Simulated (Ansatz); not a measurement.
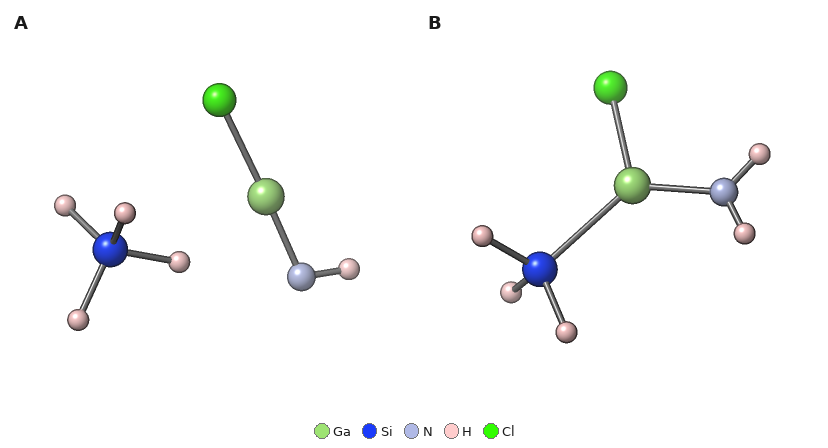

2 stationary structures of one formula. Geometries: PBE0-D4/def2-TZVP. Electronic energies: CCSD(T)/CBS (MP2 limit from def2-TZVPP and def2-QZVPP plus CCSD(T) − MP2) (Ansatz 0.2.0), without zero-point energy. Each is one conformer, not always the lowest.

Rank them by energy, lowest first.

Answer. B is lowest (a minimum); A lies 65.3 kcal/mol above it (a saddle point of order 1).
